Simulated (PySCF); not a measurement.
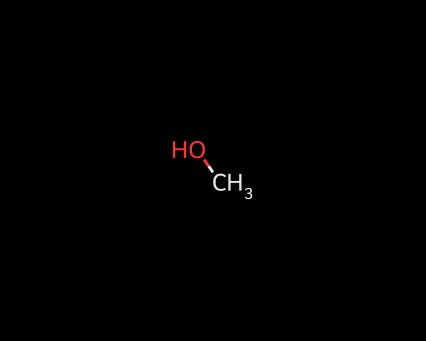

2D structure.

> Give its SMILES.

CO

> What is the molecular formula?

CH4O.

> An optimisation with PBE0-D3(BJ)/def2-TZVP gave a structure of which point group?

Cs.

The parts below concern this one geometry. Atoms keep their numbers from picture to picture. Computed geometry: PBE0-D3(BJ)/def2-TZVP optimisation. No frequency run is at hand to confirm it as a minimum.

## Shape

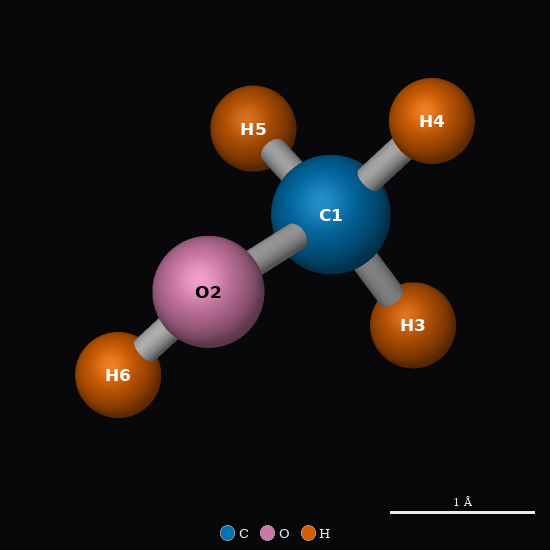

No frequency run is at hand to confirm it as a minimum.

Give the bond lengths.

```json
{"bond": "C1–O2", "length (Å)": "1.409", "order": "single"}
{"bond": "C1–H3", "length (Å)": "1.097", "order": "single"}
{"bond": "C1–H4", "length (Å)": "1.090", "order": "single"}
{"bond": "C1–H5", "length (Å)": "1.097", "order": "single"}
{"bond": "O2–H6", "length (Å)": "0.959", "order": "single"}
```

## Levels of theory compared

No frequency run is at hand to confirm it as a minimum. Program: PySCF 2.14.0.

At this fixed geometry, give HOMO–LUMO gap (eV) at these levels: B3LYP/pcJ-2; B97-2/pcJ-2; B97-2/pcSseg-2; CAM-B3LYP/aug-cc-pVTZ; KT3/pcSseg-2; PBE0/aug-cc-pVTZ; PBE0/pcJ-2; PBE0/pcSseg-2; WP04/pcSseg-2 in chloroform (IEF-PCM); ωB97X-D/aug-cc-pVTZ; ωB97X-D/pcSseg-2; ωB97X-D/pcSseg-2 in chloroform (IEF-PCM).

```tsv
level	HOMO–LUMO gap (eV)
B3LYP/pcJ-2	7.97
B97-2/pcJ-2	8.32
B97-2/pcSseg-2	8.23
CAM-B3LYP/aug-cc-pVTZ	9.70
KT3/pcSseg-2	6.02
PBE0/aug-cc-pVTZ	7.84
PBE0/pcJ-2	8.58
PBE0/pcSseg-2	8.50
WP04/pcSseg-2 in chloroform (IEF-PCM)	8.52
ωB97X-D/aug-cc-pVTZ	10.75
ωB97X-D/pcSseg-2	12.18
ωB97X-D/pcSseg-2 in chloroform (IEF-PCM)	12.41
```

## Dipole moment

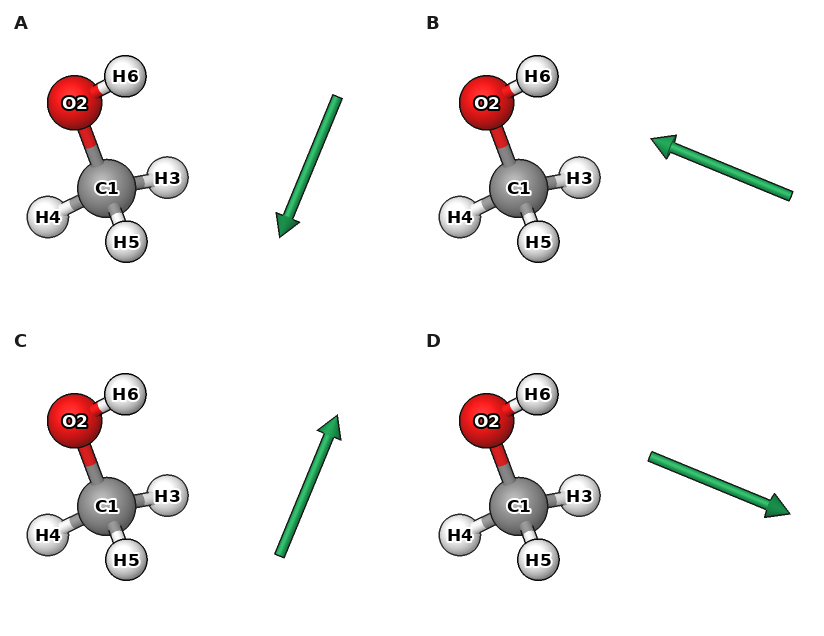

The same molecule four times, each with an arrow. No frequency run is at hand to confirm it as a minimum. Level of theory: ωB97X-D/pcSseg-2, gas phase (PySCF 2.14.0).

> Which arrow points along the dipole moment, from the negative to the positive end?

D. The dipole moment is 1.72 D; it points from the side of O2, H4 to the side of H3, H5 (the outermost atoms at the two ends).

## Spin–spin coupling

No frequency run is at hand to confirm it as a minimum. Method: PBE0/pcJ-2 indirect spin-spin coupling, non-relativistic, gas phase (PySCF 2.14.0). Isotopes: 13C, 1H, 17O.

Give the spin–spin coupling constants of these pairs, with the number of bonds between them: C1/H5, C1/O2, O2/H6, O2/H3, H4/H6.

```csv
pair,bonds apart,J (Hz)
"C1, H5",1,133.6
"C1, O2",1,18.8
"O2, H6",1,−71.7
"O2, H3",2,−2.5
"H4, H6",3,16.3
```

## Excitation

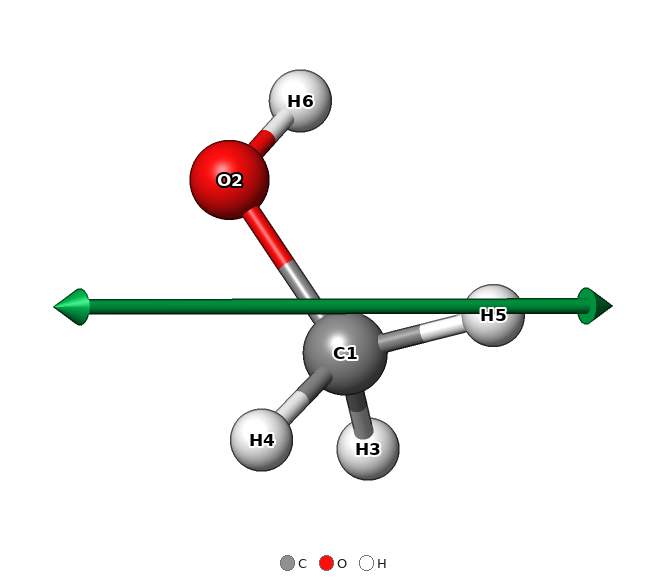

The double arrow shows the direction of the transition dipole to excited singlet state 7 (its length means nothing). No frequency run is at hand to confirm it as a minimum. Properties computed with TDDFT PBE0/aug-cc-pVTZ, vertical, gas phase, core orbitals frozen in the response (PySCF 2.14.0).

> Where does the transition lie, and how strong is it?

8.91 eV (139 nm), oscillator strength 0.045, mainly HOMO−1 → LUMO+1 (weight 0.94); transition dipole 1.16 D.
